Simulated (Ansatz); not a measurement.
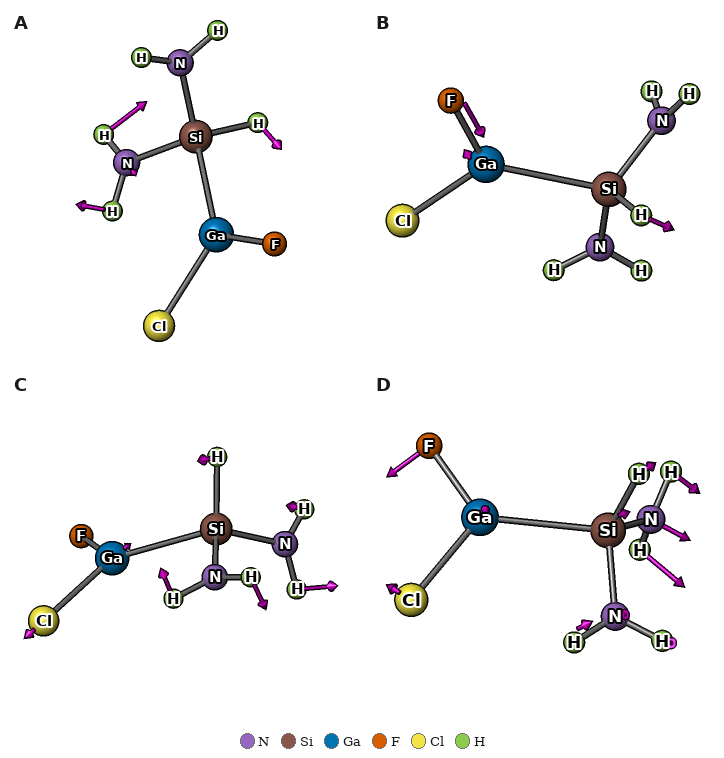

4 normal modes of one molecule or complex, as arrows. Harmonic vibrations computed with RKS PBE0-D4/def2-TZVP (Ansatz 0.2.0) at a stationary point of the same level.

> Match the panels to the wavenumbers 153 cm⁻¹, 405 cm⁻¹, 669 cm⁻¹, 869 cm⁻¹.

A: 869 cm⁻¹, H–N–Si bending
B: 669 cm⁻¹, Ga–F stretching
C: 405 cm⁻¹
D: 153 cm⁻¹, angle bending
